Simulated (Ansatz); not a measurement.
**A hypothetical structure for DyTi**

This structure for DyTi is made up. Its elements were placed in a known structure type with a cell scaled to their sizes. What cell does the guess relax to, and how far off was it?

Main program and level: Ansatz 0.2.0; DFT, PBEsol, plane-wave PAW, default files, scalar-relativistic, ferromagnetic start, cell and ions relaxed at zero pressure, in the first sound run; inputs show where later runs differ.

In doubt: a part-filled 4f shell, where there is one, can sit in one of many states, so energies may not be the lowest and differences between runs may mislead; derivatives with an open 4f shell can jump between states, which bears on forces and vibrations.

### 1. Set-up

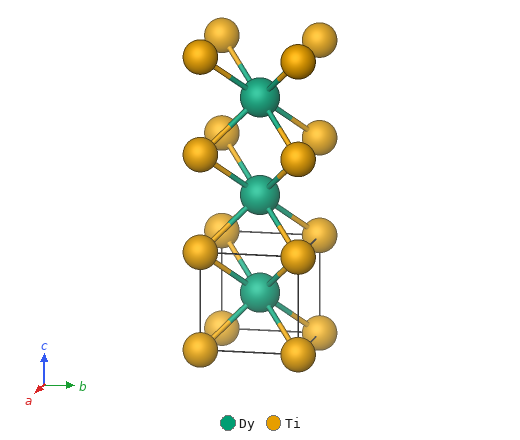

The cell as given, slightly off an axis (dysprosium teal, titanium orange). 1×1×3 cells are drawn. Some periodic images of atoms are drawn too.

### 2. Relaxing cell and atoms

The guess takes its coordinates from another compound and its volume from a rule, so the cell and any free coordinates are relaxed together.

File input.yaml:

```yaml
crystal:
  lattice:
    - [3.587, 0.0, 0.0]
    - [0.0, 3.587, 0.0]
    - [0.0, 0.0, 3.587]
  atoms:
    - { symbol: Dy, position: [0.5, 0.5, 0.5], spin: 5.0 }
    - { symbol: Ti, position: [0.0, 0.0, 0.0], spin: 1.0 }
magnetization:
  spin_polarized: true
kpoints:
  mp_grid: { grid: [8, 8, 8] }
scf:
  occupations: { method: fermi_dirac, width: 0.05 }
hamiltonian:
  xc: pbesol
  pseudopotentials: { kind: paw }
relax:
  f_tol: 0.015
  max_steps: 70
  cell: {}
output:
  forces: true
  stress: true
```

Command:

```
$ ansatz run input.yaml --threads 4 --pin off --max-ram 10240MiB --backend cpu --events-out ev --progress --plain --runs-dir out
```

Numbers of over 12 decimals in the logs are rounded to 6 here.

The program printed:

```text
Engine: ansatz 0.2.0, x86_64-unknown-linux-gnu
Pseudopotentials: kind: paw
Pseudopotential: Dy, paw, valence charge 20, recommended cutoff 420 eV (normal), Dy.paw.azcp
Pseudopotential: Ti, paw, valence charge 12, recommended cutoff 420 eV (normal), Ti.paw.azcp
Functional definition: PBEsol
  exchange = pbesol_x
  correlation = pbesol_c
Crystal: 2 atoms, lattice volume = 46.152 Å³
Basis set: ecut = 420 eV, 895 PW (Γ), exchange–correlation on 48×48×48 points (8 copies of the dense FFT grid, shifted against one another)
Bands: 23, of which v1, the nominal top of the filled ones, is band 16 counted from 1 (15 counted from 0)
Symmetry: 48 space group operations
Space group: Pm-3m (ITA 221), of the structure as read, at distance tolerance 3.6e-5 Å
Magnetic group: BNS 221.92 (UNI 1594), of the structure as read, at distance tolerance 3.6e-5 Å
k-points: 35 of 512
Non-local potential: Dy, projectors of the file, l = 0: 3, l = 1: 2, l = 2: 2, l = 3: 3
Non-local potential: Ti, projectors of the file, l = 0: 3, l = 1: 2, l = 2: 3, l = 3: 1
PAW form: soft (Blöchl's): semilocal exchange-correlation on the pseudo side does not see the compensation charge
PAW frozen core: Dy, regenerated for the run's functional, and the local potential with it (the file was generated under x = pbe(κ = 0.804, μ = 0.219515), c = pbe(β = 0.066725))
PAW frozen core: Ti, regenerated for the run's functional, and the local potential with it (the file was generated under x = pbe(κ = 0.804, μ = 0.219515), c = pbe(β = 0.066725))
PAW one-centre angular grid: Dy, 590 points (default); XC on 64 Gauss nodes
PAW one-centre angular grid: Ti, 590 points (default); XC on 64 Gauss nodes
Initial density: superposition of atomic densities (chi_scale 0.1, normalization cell)
Starting moments: Σ|m| = 6 μB on 2 of 2 sites
Initial wavefunctions: pseudopotential atomic-orbital guess
Functional: x = pbesol(κ = 0.804, μ = 0.123457), c = pbesol(β = 0.046)
SCF iter   1: F=—  HF=-12969.309324 eV  |F-HF|=—  |Δ(HF+E_count)|=         —  Δρ=3.44e-2 (↑2.99e-2 ↓3.44e-2)  dr2=1.31e0  dr2_m=1.10e-1  M=5.705 μB ∫|m|=5.705 μB  β_m=0.30  ethr=3.10e-3  ⟨swp⟩=5.5  Hψ=5901  notcnv=0
Mixer restart at iter 1: flushing history
preconditioner: auto → Kerker (q_TF=auto, 2.567 Å⁻¹)  [metal: Δε(μ)=0.001 eV  Ē_g=8.603 eV  σ=0.050 eV  W_gap=0.00  n_scr=18 (ndim 8)  ℏωp=25.6 eV  f_vac=0.000  D(μ)=19.66/eV (n_scr^D=514)]
spin=Collinear: Kerker preconditioning applied to the charge; magnetization (m = ρ↑ − ρ↓) channel mixes plain (no charge-response kernel on spin).
SCF iter   2: F=—  HF=-12969.161796 eV  |F-HF|=—  |Δ(HF+E_count)|=   1.48e-1  Δρ=2.40e-2 (↑1.62e-2 ↓2.40e-2)  dr2=4.24e-1  dr2_m=7.83e-2  M=5.690 μB ∫|m|=5.690 μB  β_m=0.52  ethr=3.10e-3  ⟨swp⟩=2.9  Hψ=3162  notcnv=0  defer=9
SCF iter   3: F=—  HF=-12969.179234 eV  |F-HF|=—  |Δ(HF+E_count)|=   1.74e-2  Δρ=2.09e-2 (↑5.04e-3 ↓2.09e-2)  dr2=3.20e-1  dr2_m=3.22e-2  M=5.643 μB ∫|m|=5.643 μB  β_m=0.59  ethr=1.32e-3  ⟨swp⟩=2.6  Hψ=2576  notcnv=0  defer=9
SCF iter   4: F=—  HF=-12969.322649 eV  |F-HF|=—  |Δ(HF+E_count)|=   1.43e-1  Δρ=1.02e-2 (↑3.71e-3 ↓1.02e-2)  dr2=5.95e-2  dr2_m=1.61e-2  M=5.621 μB ∫|m|=5.621 μB  β_m=0.79  ethr=1.00e-3  ⟨swp⟩=3.1  Hψ=3231  notcnv=0  defer=5
SCF iter   5: F=—  HF=-12969.392942 eV  |F-HF|=—  |Δ(HF+E_count)|=         —  Δρ=8.85e-3 (↑8.85e-3 ↓7.39e-3)  dr2=3.04e-3  dr2_m=2.71e-2  M=5.331 μB ∫|m|=5.333 μB  β_m=0.79  ethr=1.86e-4  ⟨swp⟩=3.0  Hψ=3615  notcnv=0  defer=5
Mixer restart at iter 5: flushing history
SCF iter   6: F=—  HF=-12970.582433 eV  |F-HF|=—  |Δ(HF+E_count)|=         —  Δρ=2.42e-2 (↑7.85e-3 ↓2.42e-2)  dr2=2.89e-2  dr2_m=8.12e-2  M=5.735 μB ∫|m|=5.735 μB  β_m=1.00  ethr=9.50e-6  ⟨swp⟩=2.0  Hψ=3264  notcnv=0  defer=4
Mixer restart at iter 6: flushing history
SCF iter   7: F=—  HF=-12969.465476 eV  |F-HF|=—  |Δ(HF+E_count)|=    1.12e0  Δρ=2.94e-3 (↑2.82e-3 ↓2.94e-3)  dr2=5.53e-4  dr2_m=2.90e-3  M=5.848 μB ∫|m|=5.848 μB  β_m=0.79  ethr=1.56e-4  ⟨swp⟩=3.1  Hψ=2991  notcnv=0  defer=2
SCF iter   8: F=—  HF=-12969.466536 eV  |F-HF|=—  |Δ(HF+E_count)|=   1.06e-3  Δρ=2.12e-3 (↑1.81e-3 ↓2.12e-3)  dr2=1.03e-3  dr2_m=1.31e-3  M=5.900 μB ∫|m|=5.900 μB  β_m=0.90  ethr=1.73e-6  ⟨swp⟩=2.1  Hψ=3415  notcnv=0  defer=1
SCF iter   9: F=—  HF=-12969.467597 eV  |F-HF|=—  |Δ(HF+E_count)|=   1.06e-3  Δρ=1.55e-3 (↑1.55e-3 ↓1.07e-3)  dr2=9.50e-4  dr2_m=4.65e-4  M=5.936 μB ∫|m|=5.936 μB  β_m=0.84  ethr=1.73e-6  ⟨swp⟩=2.8  Hψ=3358  notcnv=0  defer=1
SCF iter  10: F=—  HF=-12969.466905 eV  |F-HF|=—  |Δ(HF+E_count)|=   6.93e-4  Δρ=2.10e-4 (↑1.83e-4 ↓2.10e-4)  dr2=1.48e-5  dr2_m=8.12e-6  M=5.969 μB ∫|m|=5.969 μB  β_m=0.91  ethr=1.73e-6  ⟨swp⟩=2.4  Hψ=3061  notcnv=0  defer=1
SCF iter  11: F=—  HF=-12969.466901 eV  |F-HF|=—  |Δ(HF+E_count)|=   3.61e-6  Δρ=1.59e-4 (↑1.59e-4 ↓7.54e-5)  dr2=5.76e-6  dr2_m=5.22e-6  M=5.973 μB ∫|m|=5.973 μB  β_m=0.87  ethr=4.62e-8  ⟨swp⟩=2.0  Hψ=3069  notcnv=0  defer=1
SCF iter  12: F=—  HF=-12970.079328 eV  |F-HF|=—  |Δ(HF+E_count)|=         —  Δρ=5.22e-2 (↑5.22e-2 ↓5.18e-2)  dr2=6.75e-4  dr2_m=1.14e0  M=3.961 μB ∫|m|=5.550 μB  β_m=1.00  ethr=1.80e-8  ⟨swp⟩=2.0  Hψ=2826  notcnv=0  defer=1
Mixer restart at iter 12: flushing history
SCF iter  13: F=—  HF=-12969.453432 eV  |F-HF|=—  |Δ(HF+E_count)|=   6.26e-1  Δρ=5.51e-3 (↑5.51e-3 ↓5.05e-3)  dr2=6.47e-4  dr2_m=1.15e-2  M=4.085 μB ∫|m|=5.456 μB  β_m=0.87  ethr=1.56e-4  ⟨swp⟩=3.1  Hψ=3542  notcnv=0  defer=3
SCF iter  14: F=—  HF=-12969.450276 eV  |F-HF|=—  |Δ(HF+E_count)|=   3.16e-3  Δρ=2.18e-3 (↑1.44e-3 ↓2.18e-3)  dr2=2.81e-3  dr2_m=7.54e-4  M=4.006 μB ∫|m|=5.519 μB  β_m=0.78  ethr=2.02e-6  ⟨swp⟩=3.0  Hψ=4236  notcnv=0  defer=2
SCF iter  15: F=—  HF=-12969.450242 eV  |F-HF|=—  |Δ(HF+E_count)|=   3.36e-5  Δρ=1.54e-3 (↑1.54e-3 ↓1.44e-3)  dr2=8.27e-4  dr2_m=6.41e-4  M=3.969 μB ∫|m|=5.542 μB  β_m=0.62  ethr=2.02e-6  ⟨swp⟩=3.0  Hψ=3574  notcnv=0
SCF iter  16: F=—  HF=-12969.449844 eV  |F-HF|=—  |Δ(HF+E_count)|=   3.98e-4  Δρ=1.44e-3 (↑1.24e-3 ↓1.44e-3)  dr2=6.36e-5  dr2_m=7.39e-4  M=3.946 μB ∫|m|=5.563 μB  β_m=0.15  ethr=2.02e-6  ⟨swp⟩=2.0  Hψ=3119  notcnv=0
SCF iter  17: F=—  HF=-12969.719458 eV  |F-HF|=—  |Δ(HF+E_count)|=         —  Δρ=1.68e-2 (↑7.11e-3 ↓1.68e-2)  dr2=1.87e-2  dr2_m=4.75e-2  M=3.645 μB ∫|m|=5.843 μB  β_m=1.00  ethr=1.99e-7  ⟨swp⟩=2.1  Hψ=2296  notcnv=0
Mixer restart at iter 17: flushing history
SCF iter  18: F=—  HF=-12969.370775 eV  |F-HF|=—  |Δ(HF+E_count)|=         —  Δρ=4.12e-3 (↑3.90e-3 ↓4.12e-3)  dr2=6.71e-3  dr2_m=4.26e-3  M=3.469 μB ∫|m|=5.973 μB  β_m=1.00  ethr=1.56e-4  ⟨swp⟩=2.8  Hψ=3154  notcnv=0
Mixer restart at iter 18: flushing history
[...]
SCF iter   4: F=—  HF=-12969.477150 eV  |F-HF|=—  |Δ(HF+E_count)|=   4.53e-1  Δρ=7.52e-3 (↑7.49e-3 ↓7.52e-3)  dr2=4.96e-4  dr2_m=2.26e-2  M=4.373 μB ∫|m|=5.250 μB  β_m=0.62  ethr=1.56e-4  ⟨swp⟩=3.0  Hψ=3286  notcnv=0
SCF iter   5: F=—  HF=-12969.469218 eV  |F-HF|=—  |Δ(HF+E_count)|=   7.93e-3  Δρ=3.58e-3 (↑3.39e-3 ↓3.58e-3)  dr2=8.06e-4  dr2_m=4.73e-3  M=4.389 μB ∫|m|=5.237 μB  β_m=0.81  ethr=1.55e-6  ⟨swp⟩=2.8  Hψ=3666  notcnv=0
SCF iter   6: F=—  HF=-12969.470342 eV  |F-HF|=—  |Δ(HF+E_count)|=   1.12e-3  Δρ=2.09e-3 (↑1.89e-3 ↓2.09e-3)  dr2=3.83e-3  dr2_m=4.17e-4  M=4.415 μB ∫|m|=5.206 μB  β_m=0.61  ethr=1.55e-6  ⟨swp⟩=3.0  Hψ=3660  notcnv=0
SCF iter   7: F=—  HF=-12969.467357 eV  |F-HF|=—  |Δ(HF+E_count)|=   2.98e-3  Δρ=6.61e-4 (↑5.87e-4 ↓6.61e-4)  dr2=7.00e-6  dr2_m=1.56e-4  M=4.434 μB ∫|m|=5.196 μB  β_m=0.81  ethr=1.55e-6  ⟨swp⟩=2.9  Hψ=3869  notcnv=0
SCF iter   8: F=—  HF=-12969.751924 eV  |F-HF|=—  |Δ(HF+E_count)|=         —  Δρ=2.00e-2 (↑1.21e-2 ↓2.00e-2)  dr2=1.89e-2  dr2_m=8.77e-2  M=3.927 μB ∫|m|=5.614 μB  β_m=1.00  ethr=2.19e-8  ⟨swp⟩=2.0  Hψ=2800  notcnv=0
Mixer restart at iter 8: flushing history
SCF iter   9: F=—  HF=-12969.395419 eV  |F-HF|=—  |Δ(HF+E_count)|=         —  Δρ=5.71e-3 (↑5.40e-3 ↓5.71e-3)  dr2=7.62e-3  dr2_m=9.60e-3  M=3.698 μB ∫|m|=5.790 μB  β_m=1.00  ethr=1.56e-4  ⟨swp⟩=2.8  Hψ=3176  notcnv=0
Mixer restart at iter 9: flushing history
SCF iter  10: F=—  HF=-12969.641940 eV  |F-HF|=—  |Δ(HF+E_count)|=         —  Δρ=1.09e-2 (↑4.69e-3 ↓1.09e-2)  dr2=3.01e-2  dr2_m=1.09e-2  M=3.671 μB ∫|m|=5.831 μB  β_m=1.00  ethr=1.56e-4  ⟨swp⟩=2.7  Hψ=3728  notcnv=1  defer=4
Mixer restart at iter 10: flushing history
SCF iter  11: F=—  HF=-12969.553545 eV  |F-HF|=—  |Δ(HF+E_count)|=   8.84e-2  Δρ=1.14e-2 (↑8.26e-3 ↓1.14e-2)  dr2=1.27e-1  dr2_m=1.36e-3  M=3.621 μB ∫|m|=5.807 μB  β_m=0.81  ethr=1.56e-4  ⟨swp⟩=3.6  Hψ=4382  notcnv=0  defer=4
SCF iter  12: F=—  HF=-12969.643718 eV  |F-HF|=—  |Δ(HF+E_count)|=   9.02e-2  Δρ=1.34e-2 (↑1.29e-2 ↓1.34e-2)  dr2=2.27e-1  dr2_m=3.73e-4  M=3.651 μB ∫|m|=5.854 μB  β_m=0.40  ethr=1.56e-4  ⟨swp⟩=4.5  Hψ=5294  notcnv=0  defer=4
SCF iter  13: F=—  HF=-12969.488532 eV  |F-HF|=—  |Δ(HF+E_count)|=   1.55e-1  Δρ=3.46e-3 (↑3.44e-3 ↓3.46e-3)  dr2=1.52e-2  dr2_m=4.72e-5  M=3.637 μB ∫|m|=5.839 μB  β_m=0.79  ethr=1.56e-4  ⟨swp⟩=3.2  Hψ=4117  notcnv=0  defer=4
SCF iter  14: F=—  HF=-12969.475770 eV  |F-HF|=—  |Δ(HF+E_count)|=   1.28e-2  Δρ=5.13e-4 (↑5.13e-4 ↓3.17e-4)  dr2=2.53e-5  dr2_m=6.20e-5  M=3.628 μB ∫|m|=5.831 μB  β_m=0.76  ethr=4.76e-5  ⟨swp⟩=2.5  Hψ=3496  notcnv=0  defer=4
SCF iter  15: F=—  HF=-12969.475767 eV  |F-HF|=—  |Δ(HF+E_count)|=         —  Δρ=3.68e-4 (↑3.68e-4 ↓1.83e-4)  dr2=1.59e-5  dr2_m=2.75e-5  M=3.627 μB ∫|m|=5.829 μB  ethr=7.89e-8  ⟨swp⟩=2.2  Hψ=2995  notcnv=0  defer=4
Mixer restart at iter 15: flushing history
SCF iter  16: F=—  HF=-12969.479832 eV  |F-HF|=—  |Δ(HF+E_count)|=         —  Δρ=3.16e-6 (↑3.16e-6 ↓2.53e-6)  dr2=2.03e-9  dr2_m=1.38e-9  M=5.818 μB ∫|m|=5.818 μB  β_m=0.76  ethr=6.42e-10  ⟨swp⟩=7.0  Hψ=6807  notcnv=0
SCF iter  17: F=—  HF=-12969.479832 eV  |F-HF|=—  |Δ(HF+E_count)|=   3.56e-9  Δρ=7.08e-6 (↑5.93e-6 ↓7.08e-6)  dr2=6.13e-8  dr2_m=3.85e-10  M=5.818 μB ∫|m|=5.818 μB  β_m=0.76  ethr=6.36e-12  ⟨swp⟩=3.0  Hψ=3878  notcnv=0
SCF iter  18: F=—  HF=-12969.479832 eV  |F-HF|=—  |Δ(HF+E_count)|=   3.08e-8  Δρ=8.06e-7 (↑8.06e-7 ↓7.62e-7)  dr2=3.74e-10  dr2_m=1.16e-10  M=5.818 μB ∫|m|=5.818 μB  β_m=0.81  ethr=6.36e-12  ⟨swp⟩=3.0  Hψ=3325  notcnv=0
SCF iter  19: F=—  HF=-12969.479832 eV  |F-HF|=—  |Δ(HF+E_count)|=  7.35e-10  Δρ=1.27e-6 (↑3.48e-7 ↓1.27e-6)  dr2=3.55e-10  dr2_m=2.00e-10  M=5.818 μB ∫|m|=5.818 μB  β_m=0.91  ethr=1.17e-12  ⟨swp⟩=2.4  Hψ=2871  notcnv=0
SCF iter  20: F=—  HF=-12969.479832 eV  |F-HF|=—  |Δ(HF+E_count)|=   1.78e-9  Δρ=1.26e-6 (↑1.64e-7 ↓1.26e-6)  dr2=5.19e-10  dr2_m=1.62e-10  M=5.818 μB ∫|m|=5.818 μB  β_m=0.95  ethr=1.11e-12  ⟨swp⟩=2.0  Hψ=2627  notcnv=0
SCF iter  21: F=—  HF=-12969.479832 eV  |F-HF|=—  |Δ(HF+E_count)|=   1.20e-9  Δρ=2.52e-7 (↑1.70e-7 ↓2.52e-7)  dr2=3.58e-11  dr2_m=6.09e-12  M=5.818 μB ∫|m|=5.818 μB  β_m=0.87  ethr=1.11e-12  ⟨swp⟩=2.2  Hψ=2927  notcnv=0
SCF iter  22: F=—  HF=-12969.479832 eV  |F-HF|=—  |Δ(HF+E_count)|=  1.27e-11  Δρ=9.88e-8 (↑9.88e-8 ↓4.32e-8)  dr2=1.04e-11  dr2_m=3.97e-13  M=5.818 μB ∫|m|=5.818 μB  β_m=0.92  ethr=1.00e-12  ⟨swp⟩=2.5  Hψ=2641  notcnv=0
SCF iter  23: F=—  HF=-12969.479832 eV  |F-HF|=—  |Δ(HF+E_count)|=  2.91e-11  Δρ=7.79e-8 (↑7.79e-8 ↓3.77e-8)  dr2=8.77e-12  dr2_m=3.18e-13  M=5.818 μB ∫|m|=5.818 μB  β_m=0.96  ethr=1.00e-12  ⟨swp⟩=1.0  Hψ=1610  notcnv=0
SCF iter  24: F=—  HF=-12969.479832 eV  |F-HF|=—  |Δ(HF+E_count)|=  1.27e-11  Δρ=1.30e-8 (↑1.15e-8 ↓1.30e-8)  dr2=2.32e-13  dr2_m=2.75e-14  M=5.818 μB ∫|m|=5.818 μB  β_m=0.98  ethr=1.00e-12  ⟨swp⟩=1.6  Hψ=1693  notcnv=0
SCF iter  25: F=-12969.479832 eV  HF=-12969.479832 eV  |F-HF|=1.82e-12  |Δ(HF+E_count)|=  1.82e-12  Δρ=5.66e-8 (↑7.99e-9 ↓5.66e-8)  dr2=1.23e-12  dr2_m=3.26e-13  M=5.818 μB ∫|m|=5.818 μB  ethr=1.00e-12  ⟨swp⟩=3.9  Hψ=6037  notcnv=0
SCF 4 converged in 25 iterations: F = -12969.479832 eV  dr2 = 1.23e-12
relax step   4: F+E_penalty+E_count = -12969.47983194 eV  Δ(F+E_penalty+E_count) = +1.758e-4 eV  max|allowed force component| = 1.019e-29 eV/Å  Δτ_max = 0.0000 Å  P = -0.001 GPa  Ω = 44.187 Å³  stress off target by 9.02e-4 GPa  SCF on the basis re-selected at this cell (its energy is not comparable with the rows above)  (25 SCF iters)
basis re-selected at this cell: Δ(F+E_penalty+E_count) = +1.758e-4 eV, ΔP = +0.001 GPa vs the last step (what re-selecting the basis moved, of the pressure what is left beyond the Pulay correction that the steps carried, after the strain that the cell walked since its last selection, with what the two solves' SCF thresholds leave and, on support functions, any second-order correction that the steps lacked; it is no m [...]
SCF converged after 25 iterations
Magnetization: 5.8178 μB (18.9089 up, 13.0911 down)
Absolute magnetization: 5.8178 μB (∫|ρ↑−ρ↓|, with the PAW one-centre terms)
Spin contamination: 0.0754 ħ² per cell (⟨S²⟩ above its minimum at these occupations)
Per-site moments (μB) at R_I (Å): [(4.931486, 1.262948), (0.622836, 1.262948)]
Free energy (F): -12969.479832 eV
Harris-Foulkes:  -12969.479832 eV  (|F-HF|=1.82e-12)
Internal energy: -12969.427060 eV  (E = F + TS)
E sigma→0 (E₀):  -12969.453446 eV
Entropy (-TS):   -0.052772 eV (-26.386 meV/atom)
Fermi energy:    14.043756 eV
--- Per-component energies (eV) ---
  E_band       = -117.842966
  E_kinetic    = 647.540849
  E_local      = -4024.876170  (includes V_loc(G=0)·N_el)
  E_nonlocal   = 775.955417
  E_hartree    = 1657.238119
  E_xc         = -281.242769
  E_vxc        = -334.982353  (∫ρ·V_xc dr)
  E_paw        = -7817.712469  (= ΣΔE_a)
  E_vpaw       = -495.957123  (= ΣTr[D̂ρ^β])
  E_aug_tail   = 0.000106  (compensation charges beyond the density's cutoff)
  E_ewald      = -3927.283436
  E_core_change = 0.953294  (= ΣΔE_core)
  E_smearing   = -0.052772  (= −TS)
  E_closure    = -0.000000  (closes the sum)
  Σ components = -12969.479832   (vs F -12969.479832, Δ=0.00e0)
--- Forces (eV/Å), atoms counted from 1 ---
  atom   1  Dy    -0.00000000     0.00000000     0.00000000
  atom   2  Ti    -0.00000000    -0.00000000     0.00000000
  max |Σ_I F_I| component: 2.17e-29 eV/Å
--- Stress (GPa, compression-positive) ---
       -0.000902      -0.000000       0.000000
       -0.000000      -0.000902      -0.000000
        0.000000      -0.000000      -0.000902
  P = ⅓ Tr σ = -0.0009 GPa (-0.009 kbar)
--- Relaxed structure (3 steps of the walk, 3 accepted, 1 SCFs on fresh bases) ---
  F+E_penalty+E_count = -12969.47983194 eV   max|allowed force component| = 1.019e-29 eV/Å   (the final SCF, on the basis selected at the relaxed cell)
  cell:  # Å, volume = 44.1868 Å³
    - [3.535338, 0, 0]
    - [0, 3.535338, 0]
    - [0, 0, 3.535338]
  atoms:
    - { symbol: Dy, position: [0.5, 0.500000, 0.500000] }
    - { symbol: Ti, position: [0, 0, 0] }
```

It took 7.5 s on 4 threads of Intel Xeon 6975P-C (Granite Rapids), shared host; peak memory 0.48 GiB; 25 s of CPU time.

Relaxation path:

| step | energy less that of the first step (eV) | largest force component (eV/Å) | pressure (GPa) | volume (Å³) |
| --- | --- | --- | --- | --- |
| 1 | 0.0000 | 0.0000 | -2.05 | 46.15 |
| 2 | -0.0131 | 0.0000 | 0.14 | 44.06 |
| 3 | -0.0131 | 0.0000 | 0.00 | 44.19 |
| 4* | -0.0129 | 0.0000 | 0.00 | 44.19 |

Relaxation steps marked * repeat the geometry before them on a plane-wave basis chosen anew for their cell, so energy and pressure can jump there.

The run keeps the 48 symmetry operations that it works with, so distortions that break them were not tested.

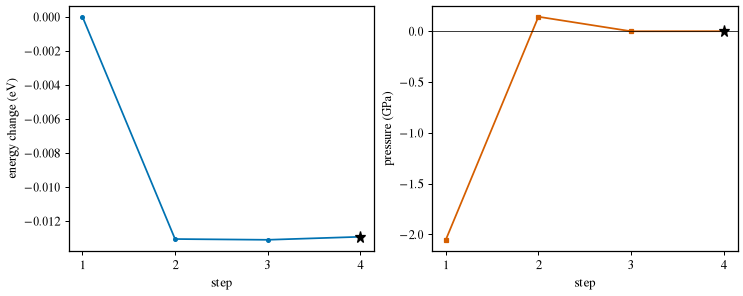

Energy and pressure along the relaxation. Stars mark steps on a basis chosen anew.

| conventional cell, symmetrised | before | after | change |
| --- | --- | --- | --- |
| a (Å) | 3.587 | 3.535 | -1.4 % |
| b (Å) | 3.587 | 3.535 | -1.4 % |
| c (Å) | 3.587 | 3.535 | -1.4 % |
| volume (Å³/atom) | 23.08 | 22.09 | -4.3 % |

The relaxed structure:

```xyz
2
Lattice="3.5353 0.0000 0.0000 0.0000 3.5353 0.0000 0.0000 0.0000 3.5353" Properties=species:S:1:pos:R:3 pbc="T T T"
Dy    1.7677    1.7677    1.7677
Ti    0.0000    0.0000    0.0000
```

This step gave:

```
free energy             : -12969.4798 eV
energy at zero smearing : -12969.4534 eV
smearing term TS        : 0.05277 eV
Fermi energy            : 14.04 eV
magnetization           : 5.818 μB
absolute magnetization  : 5.818 μB
site moments            : 4.931, 0.6228 μB
electrons               : 32
symmetry operations     : 48
pressure                : -9.02e-4 GPa
```

Site moment by atom:

| atom | site moment (μB) |
| --- | --- |
| Dy1 | 4.93 |
| Ti2 | 0.62 |

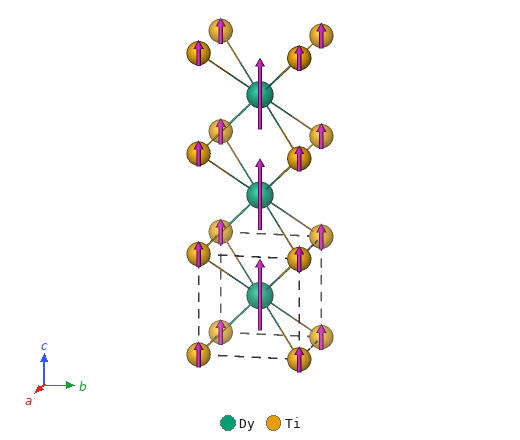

Site moment as arrows, the longest 4.93 μB. Up and down stand for the sign. Arrows give size and sign along the axis of quantisation, drawn up and down the page. Each arrow also spans its atom, so small moments look longer than they are. 1×1×3 cells are drawn. Some periodic images of atoms are drawn too.

Shortest distances by pair of elements, guess and relaxed (not always the same contact):

| pair | guess (Å) | relaxed (Å) |
| --- | --- | --- |
| Dy–Ti | 3.106 | 3.062 |
| Dy–Dy | 3.587 | 3.535 |
| Ti–Ti | 3.587 | 3.535 |

The relaxation ends with a pressure of 0.00 GPa.

[end of part 1 of 2]

[Logs are printed without paths, hosts, clocks, repeated set-up lines and the standing remarks that a program may print on its own settings, such as how far it seeks lower states.]

[Hosts, paths, dates, database ids (printed as entryN), source tags and the programs' standing remarks are cut or masked in the printed files.]
